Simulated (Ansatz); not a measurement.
Layers are cut from database crystals; whether they can be made is not shown.

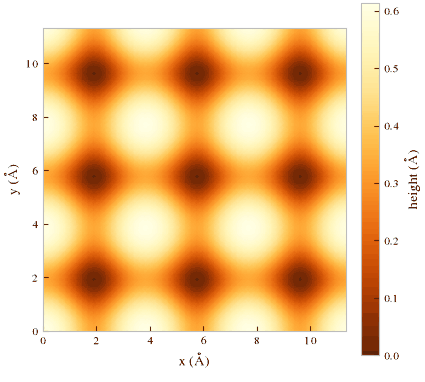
Simulated constant-current image at -1.9 V from a Fermi level inside the gap (filled states down to 0.4 eV under the valence edge)

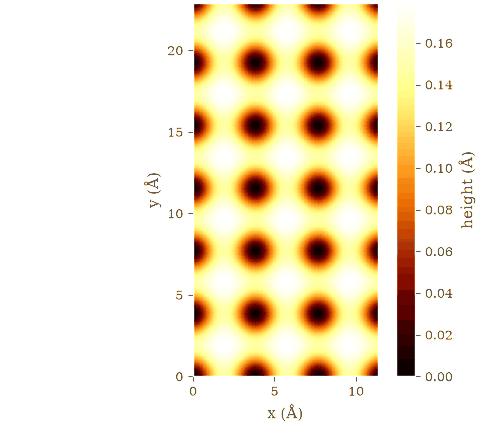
Fig. 1. Simulated constant-current image at +2.5 V from a Fermi level inside the gap (empty states up to 1.0 eV over the conduction edge)

The numbers are results of PBE, Tersoff-Hamann images (plane waves, PAW; Ansatz, a quantum-chemistry and plane-wave program), not measurements.

Mesh 14×14×1, no spin-orbit coupling, no spin polarisation; biases count from the run's Fermi level. The set point is the mean density 3.5 Å over the top atom.

The sample is: single layer of SnO (symmetry P4/nmm as a slab, 4 atoms a cell). Atoms are numbered in the order of this list of the upper atoms (x, y, depth in Å): Sn1 (0.0, 0.0, 0.0); Sn2 (1.9, 1.9, 2.3); O3 (0.0, 1.9, 1.2); O4 (1.9, 0.0, 1.2).

Question: Which sites are bright, and how large is the corrugation?

Answer: At -1.9 V the maximum lies over Sn1 and the sites alike, corrugation about 0.61 Å. At +2.5 V the maximum lies over Sn2 and the sites alike, corrugation about 0.18 Å.
